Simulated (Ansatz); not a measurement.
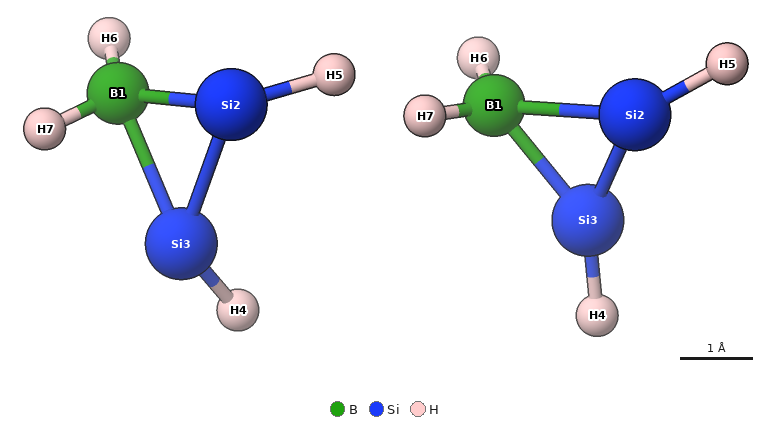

Two geometries of BSi2H4 (multiplicity 2), drawn at one scale. One is the start of a relaxation, the other its converged end. The picture is a ball-and-stick view, seen at a tilt.

These are results of Ansatz 0.2.0, UKS PBE-D4/def2-SVP, not measurements. Settings: force threshold 0.03 eV/Å; at most 250 steps.

**Which one is relaxed?**

The left one is the relaxed one. It is one of the separated reactants of a reaction. After 13 accepted moves (14 points after the start) the energy has fallen by 139.0 kJ/mol. The largest force component goes from 4.4 to 0.03 eV/Å. The line search rejected the trial step at point 12 of the run. The largest move after the best rigid fit is that of Si3, 0.56 Å. By element the largest moves are Si 0.56 Å, H 0.48 Å, B 0.21 Å. Among the contacts that change: Si2–Si3 1.908 → 2.222 Å, B1–Si2 2.236 → 1.954 Å, B1–Si3 2.060 → 2.286 Å, Si3–H4 1.420 → 1.527 Å. Among the angles between lasting bonds that change: Si3–B1–H7 114.8° → 84.2°, Si2–Si3–H4 151.1° → 126.7°, Si3–Si2–H5 139.8° → 117.4°.
